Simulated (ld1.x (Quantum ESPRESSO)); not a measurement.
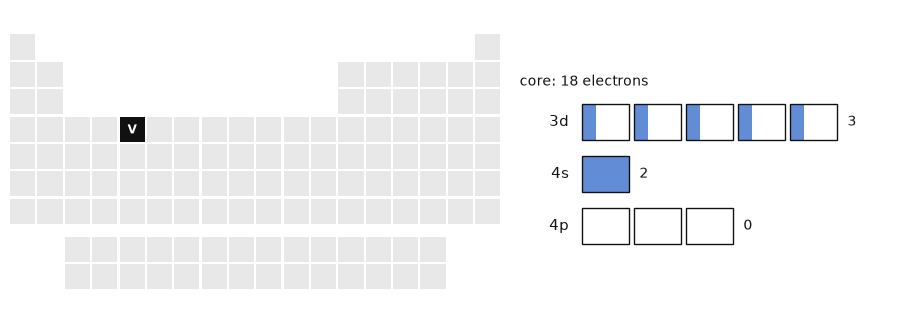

**Figure 1.** Left, the place of vanadium in the periodic table; right, the valence shells of the reference configuration: a box for each of the 2l + 1 orbitals, shaded by the share of the shell that is filled, with the electron count at the right.

## Pseudopotential generation for V (part 1 of 2)

- system: vanadium (V, Z = 23), core [Ar], reference valence 3d3 4s2 4p0, valence charge 5.
- method: ultrasoft potential, PBE, scalar-relativistic, made with ld1.x (Quantum ESPRESSO) 7.5

**The input**
```
 &input
   title='V', zed=23., rel=1, dft='PBE', iswitch=3,
   config='[Ar] 3d3 4s2 4p0',
   nld=3, rlderiv=3.70, eminld=-2.0, emaxld=5.0, deld=0.02
 /
 &inputp
   pseudotype=3, tm=.true., lloc=-1, rcloc=3.40,
   nlcc=.false.,
   which_augfun='PSQ', rmatch_augfun_nc=.true.,
   file_pseudopw='V.UPF', file_wfcaegen='ae.wfc', file_wfcncgen='nc.wfc', file_beta='beta', file_chi='chi', file_wfcusgen='us.wfc'
 /
6
4S  1  0   2.00   0.00  2.85  3.05  0.0
4S  1  0   0.00   0.65  2.85  3.05  0.0
4P  2  1   0.00   0.00  2.75  3.40  0.0
4P  2  1   0.00   3.25  2.75  3.40  0.0
3D  3  2   3.00   0.00  1.55  2.10  0.0
3D  3  2   0.00   0.05  1.55  2.10  0.0
 &test
   configts(1)='3d3 4s2 4p0'
 /
```

**Input of the test run**
```
 &input
   title='V', zed=23., rel=1, dft='PBE', iswitch=2,
   config='[Ar] 3d3 4s2 4p0'
 /
 &test
   file_pseudo='V.UPF', nconf=8,
   configts(1)='3d3 4s2 4p0',
   configts(2)='3d3 4s1 4p0',
   configts(3)='3d3 4s0 4p0',
   configts(4)='3d2 4s0 4p0',
   configts(5)='3d3 4s1.5 4p0',
   configts(6)='3d3 4s0 4p1',
   configts(7)='3d4 4s1 4p0',
   configts(8)='3d3 4s1 4p1'
 /
```

Hardware: 1 CPU thread, shared host.

Launched with:
```bash
ld1.x < V.in > V.out
```

**Output**
```
     Program LD1 v.7.5
     --------------------------- All-electron run ----------------------------

     V
     scalar relativistic calculation

     atomic number is 23.00
     dft =PBE   lsd =0 sic =0 latt =0  beta=0.20 tr2=1.0E-14
     Exchange-correlation= PBE
                           (   1   4   3   4   0   0   0)
     mesh =1181 r(mesh) = 100.93793 a.u. xmin = -7.00 dx = 0.01250
     1 Ry =  13.60569312 eV, c = 137.03599908

     n l     nl                  e(Ry)          e(Ha)          e(eV)
     1 0     1S 1( 2.00)      -394.2962      -197.1481     -5364.6728
     2 0     2S 1( 2.00)       -44.2933       -22.1466      -602.6404
     2 1     2P 1( 6.00)       -36.9815       -18.4907      -503.1587
     3 0     3S 1( 2.00)        -5.1622        -2.5811       -70.2352
     3 1     3P 1( 6.00)        -3.2370        -1.6185       -44.0412
     3 2     3D 1( 3.00)        -0.3796        -0.1898        -5.1645
     4 0     4S 1( 2.00)        -0.3456        -0.1728        -4.7020
     4 1     4P 1( 0.00)        -0.1061        -0.0531        -1.4439

     final scf error:  5.2E-15 reached in  29 iterations

     Etot =   -1898.012815 Ry,    -949.006408 Ha,  -25823.779905 eV

     Ekin =    1915.596250 Ry,     957.798125 Ha,   26063.014723 eV
     Encl =   -4517.437358 Ry,   -2258.718679 Ha,  -61462.866401 eV
     Eh   =     794.052679 Ry,     397.026339 Ha,   10803.637071 eV
     Exc  =     -90.224385 Ry,     -45.112193 Ha,   -1227.565299 eV

     normalization and overlap integrals

     s(1S/1S) =  1.000000  <r> =   0.0664  <r2> =    0.0059  r(max) =   0.0435
     s(2S/2S) =  1.000000  <r> =   0.3082  <r2> =    0.1123  r(max) =   0.2565
     s(2P/2P) =  1.000000  <r> =   0.2741  <r2> =    0.0926  r(max) =   0.2074
     s(3S/3S) =  1.000000  <r> =   0.9484  <r2> =    1.0380  r(max) =   0.8204
     s(3P/3P) =  1.000000  <r> =   1.0166  <r2> =    1.2187  r(max) =   0.8411
     s(3D/3D) =  1.000000  <r> =   1.4490  <r2> =    2.8547  r(max) =   0.8954
     s(4S/4S) =  1.000000  <r> =   3.3503  <r2> =   12.9900  r(max) =   2.7580
     s(4P/4P) =  1.000000  <r> =   4.7239  <r2> =   26.4989  r(max) =   3.6310

     ------------------------ End of All-electron run ------------------------

     --------------------- Generating US pseudopotential ---------------------

      Generating local potential from pseudized AE potential:
      Matching radius rcloc =   3.4000

      Local pseudo, rcloc= 3.369 Estimated cut-off energy=     2.13 Ry
      Wfc-us  4S rcutus= 3.048  Estimated cut-off energy=     4.93 Ry
      Wfc-us  4S rcutus= 3.048  Estimated cut-off energy=     7.47 Ry
      Wfc-us  4P rcutus= 3.369  Estimated cut-off energy=     6.51 Ry
      Wfc-us  4P rcutus= 3.369  Estimated cut-off energy=     6.60 Ry
      Wfc-us  3D rcutus= 2.095  Estimated cut-off energy=    26.50 Ry
      Wfc-us  3D rcutus= 2.095  Estimated cut-off energy=    33.67 Ry

     Q pseudized with Bessel functions
     Expected ecutrho=     168.9592 due to l1=  2   l2=  2

     ------------------- End of pseudopotential generation -------------------

     --------------------------- All-electron run ----------------------------

     V
     scalar relativistic calculation

     atomic number is 23.00
     dft =PBE   lsd =0 sic =0 latt =0  beta=0.20 tr2=1.0E-14
     Exchange-correlation= PBE
                           (   1   4   3   4   0   0   0)
     mesh =1181 r(mesh) = 100.93793 a.u. xmin = -7.00 dx = 0.01250
     1 Ry =  13.60569312 eV, c = 137.03599908

     n l     nl                  e(Ry)          e(Ha)          e(eV)
     1 0     1S 1( 2.00)      -394.2962      -197.1481     -5364.6728
     2 0     2S 1( 2.00)       -44.2933       -22.1466      -602.6404
     2 1     2P 1( 6.00)       -36.9815       -18.4907      -503.1587
     3 0     3S 1( 2.00)        -5.1622        -2.5811       -70.2352
     3 1     3P 1( 6.00)        -3.2370        -1.6185       -44.0412
     3 2     3D 1( 3.00)        -0.3796        -0.1898        -5.1645
     4 0     4S 1( 2.00)        -0.3456        -0.1728        -4.7020
     4 1     4P 1( 0.00)        -0.1061        -0.0531        -1.4439

     final scf error:  5.2E-15 reached in  29 iterations

     Etot =   -1898.012815 Ry,    -949.006408 Ha,  -25823.779905 eV

     Ekin =    1915.596250 Ry,     957.798125 Ha,   26063.014723 eV
     Encl =   -4517.437358 Ry,   -2258.718679 Ha,  -61462.866401 eV
     Eh   =     794.052679 Ry,     397.026339 Ha,   10803.637071 eV
     Exc  =     -90.224385 Ry,     -45.112193 Ha,   -1227.565299 eV

     normalization and overlap integrals

     s(1S/1S) =  1.000000  <r> =   0.0664  <r2> =    0.0059  r(max) =   0.0435
     s(2S/2S) =  1.000000  <r> =   0.3082  <r2> =    0.1123  r(max) =   0.2565
     s(2P/2P) =  1.000000  <r> =   0.2741  <r2> =    0.0926  r(max) =   0.2074
     s(3S/3S) =  1.000000  <r> =   0.9484  <r2> =    1.0380  r(max) =   0.8204
     s(3P/3P) =  1.000000  <r> =   1.0166  <r2> =    1.2187  r(max) =   0.8411
     s(3D/3D) =  1.000000  <r> =   1.4490  <r2> =    2.8547  r(max) =   0.8954
     s(4S/4S) =  1.000000  <r> =   3.3503  <r2> =   12.9900  r(max) =   2.7580
     s(4P/4P) =  1.000000  <r> =   4.7239  <r2> =   26.4989  r(max) =   3.6310

     ------------------------ End of All-electron run ------------------------

     Computing logarithmic derivative in   3.69979
     Computing logarithmic derivative in   3.69979
     Computing the partial wave expansion
     R is outside the sphere for l=    0 j= 0.00
     R is outside the sphere for l=    0 j= 0.00
     R is outside the sphere for l=    1 j= 0.00
     R is outside the sphere for l=    1 j= 0.00
     R is outside the sphere for l=    2 j= 0.00
     R is outside the sphere for l=    2 j= 0.00

     ---------------------- Testing the pseudopotential ----------------------

     V
     scalar relativistic calculation

     atomic number is 23.00   valence charge is  5.00
     dft =PBE   lsd =0 sic =0 latt =0  beta=0.20 tr2=1.0E-14
     mesh =1181 r(mesh) = 100.93793 xmin = -7.00 dx = 0.01250

     n l     nl             e AE (Ry)        e PS (Ry)    De AE-PS (Ry)
     3 2     3D   1( 3.00)       -0.37958       -0.37958        0.00000
     1 0     4S   1( 2.00)       -0.34559       -0.34559        0.00000
     2 1     4P   1( 0.00)       -0.10613       -0.10613        0.00000

     eps = 3.9E-18  iter =  4

     Etot =   -1898.012815 Ry,    -949.006408 Ha,  -25823.779905 eV
     Etotps =   -11.860581 Ry,      -5.930290 Ha,    -161.371422 eV

     Ekin =       6.230070 Ry,       3.115035 Ha,      84.764420 eV
     Encl =     -24.211974 Ry,     -12.105987 Ha,    -329.420694 eV
     Ehrt =      10.938951 Ry,       5.469476 Ha,     148.832014 eV
     Ecxc =      -3.098187 Ry,      -1.549093 Ha,     -42.152977 eV
     Epseu=      -1.719441 Ry,      -0.859720 Ha,     -23.394185 eV

     ---------------------- End of pseudopotential test ----------------------
```

**Output of the test run (extracts)**
```
     ---------------------- Testing the pseudopotential ----------------------

     V
     scalar relativistic calculation

     atomic number is 23.00   valence charge is  5.00
     dft =PBE   lsd =0 sic =0 latt =0  beta=0.20 tr2=1.0E-14
     mesh =1181 r(mesh) = 100.93793 xmin = -7.00 dx = 0.01250

     n l     nl             e AE (Ry)        e PS (Ry)    De AE-PS (Ry)
     3 2     3D   1( 3.00)       -0.37958       -0.37958        0.00000
     1 0     4S   1( 2.00)       -0.34559       -0.34559        0.00000
     2 1     4P   1( 0.00)       -0.10613       -0.10613        0.00000

     eps = 3.9E-18  iter =  4

     Etot =   -1898.012815 Ry,    -949.006408 Ha,  -25823.779905 eV
     Etotps =   -11.860581 Ry,      -5.930290 Ha,    -161.371422 eV

     Ekin =       6.230070 Ry,       3.115035 Ha,      84.764420 eV
     Encl =     -24.211974 Ry,     -12.105987 Ha,    -329.420694 eV
     Ehrt =      10.938951 Ry,       5.469476 Ha,     148.832014 eV
     Ecxc =      -3.098187 Ry,      -1.549093 Ha,     -42.152977 eV
     Epseu=      -1.719441 Ry,      -0.859720 Ha,     -23.394185 eV

     ---------------------- End of pseudopotential test ----------------------

     ---------------------- Testing the pseudopotential ----------------------

     V
     scalar relativistic calculation

     atomic number is 23.00   valence charge is  5.00
     dft =PBE   lsd =0 sic =0 latt =0  beta=0.20 tr2=1.0E-14
     mesh =1181 r(mesh) = 100.93793 xmin = -7.00 dx = 0.01250

     n l     nl             e AE (Ry)        e PS (Ry)    De AE-PS (Ry)
     3 2     3D   1( 3.00)       -0.92848       -0.92591       -0.00257
     1 0     4S   1( 1.00)       -0.80115       -0.79914       -0.00202
     2 1     4P   1( 0.00)       -0.50232       -0.50162       -0.00070

     eps = 8.4E-15  iter =  7

     Etot =   -1897.444328 Ry,    -948.722164 Ha,  -25816.045246 eV
     Etotps =   -11.292517 Ry,      -5.646258 Ha,    -153.642520 eV
     dEtot_ae =       0.568487 Ry
     dEtot_ps =       0.568064 Ry,   Delta E=       0.000423 Ry

     Ekin =       6.214921 Ry,       3.107461 Ha,      84.558310 eV
     Encl =     -21.392137 Ry,     -10.696068 Ha,    -291.054847 eV
     Ehrt =       8.520631 Ry,       4.260316 Ha,     115.929095 eV
     Ecxc =      -2.766408 Ry,      -1.383204 Ha,     -37.638892 eV
     Epseu=      -1.869525 Ry,      -0.934763 Ha,     -25.436187 eV

     ---------------------- End of pseudopotential test ----------------------

     ---------------------- Testing the pseudopotential ----------------------

     V
     scalar relativistic calculation

     atomic number is 23.00   valence charge is  5.00
     dft =PBE   lsd =0 sic =0 latt =0  beta=0.20 tr2=1.0E-14
     mesh =1181 r(mesh) = 100.93793 xmin = -7.00 dx = 0.01250

     n l     nl             e AE (Ry)        e PS (Ry)    De AE-PS (Ry)
     3 2     3D   1( 3.00)       -1.56677       -1.54831       -0.01847  !
     1 0     4S   1( 0.00)       -1.30829       -1.28502       -0.02327  !
     2 1     4P   1( 0.00)       -0.95286       -0.93614       -0.01671  !

     eps = 9.7E-16  iter =  9

     Etot =   -1896.393595 Ry,    -948.196797 Ha,  -25801.749288 eV
     Etotps =   -10.251863 Ry,      -5.125931 Ha,    -139.483700 eV
     dEtot_ae =       1.619221 Ry
     dEtot_ps =       1.608718 Ry,   Delta E=       0.010503 Ry

     Ekin =       6.077134 Ry,       3.038567 Ha,      82.683614 eV
     Encl =     -18.129968 Ry,      -9.064984 Ha,    -246.670779 eV
     Ehrt =       6.316254 Ry,       3.158127 Ha,      85.937020 eV
     Ecxc =      -2.452574 Ry,      -1.226287 Ha,     -33.368974 eV
     Epseu=      -2.062709 Ry,      -1.031354 Ha,     -28.064581 eV

     ---------------------- End of pseudopotential test ----------------------

     ---------------------- Testing the pseudopotential ----------------------

     V
     scalar relativistic calculation

     atomic number is 23.00   valence charge is  5.00
     dft =PBE   lsd =0 sic =0 latt =0  beta=0.20 tr2=1.0E-14
     mesh =1181 r(mesh) = 100.93793 xmin = -7.00 dx = 0.01250

     n l     nl             e AE (Ry)        e PS (Ry)    De AE-PS (Ry)
     3 2     3D   1( 2.00)       -2.71620       -2.72794        0.01174  !
     1 0     4S   1( 0.00)       -2.04038       -1.98120       -0.05918  !
     2 1     4P   1( 0.00)       -1.60409       -1.52720       -0.07690  !

     eps = 5.1E-15  iter = 13

     Etot =   -1894.269646 Ry,    -947.134823 Ha,  -25772.851498 eV
     Etotps =    -8.133709 Ry,      -4.066855 Ha,    -110.664754 eV
     dEtot_ae =       3.743169 Ry
     dEtot_ps =       3.726871 Ry,   Delta E=       0.016298 Ry

     Ekin =       4.236315 Ry,       2.118158 Ha,      57.638004 eV
     Encl =     -12.593381 Ry,      -6.296690 Ha,    -171.341676 eV
     Ehrt =       3.141346 Ry,       1.570673 Ha,      42.740190 eV
     Ecxc =      -1.617971 Ry,      -0.808986 Ha,     -22.013621 eV
     Epseu=      -1.300018 Ry,      -0.650009 Ha,     -17.687651 eV

     ---------------------- End of pseudopotential test ----------------------

     ---------------------- Testing the pseudopotential ----------------------

     V
     scalar relativistic calculation

     atomic number is 23.00   valence charge is  5.00
     dft =PBE   lsd =0 sic =0 latt =0  beta=0.20 tr2=1.0E-14
     mesh =1181 r(mesh) = 100.93793 xmin = -7.00 dx = 0.01250

     n l     nl             e AE (Ry)        e PS (Ry)    De AE-PS (Ry)
     3 2     3D   1( 3.00)       -0.64172       -0.64100       -0.00072
     1 0     4S   1( 1.50)       -0.56614       -0.56592       -0.00022
     2 1     4P   1( 0.00)       -0.29548       -0.29552        0.00004

     eps = 7.0E-17  iter =  9

     Etot =   -1897.785591 Ry,    -948.892795 Ha,  -25820.688362 eV
     Etotps =   -11.633362 Ry,      -5.816681 Ha,    -158.279957 eV
     dEtot_ae =       0.227224 Ry
     dEtot_ps =       0.227219 Ry,   Delta E=       0.000006 Ry

     Ekin =       6.235807 Ry,       3.117903 Ha,      84.842475 eV
     Encl =     -22.866171 Ry,     -11.433085 Ha,    -311.110102 eV
     Ehrt =       9.719168 Ry,       4.859584 Ha,     132.236013 eV
     Ecxc =      -2.934666 Ry,      -1.467333 Ha,     -39.928164 eV
     Epseu=      -1.787500 Ry,      -0.893750 Ha,     -24.320179 eV

     ---------------------- End of pseudopotential test ----------------------
```

(Continued in part 2.) Outcome of the run: generated.
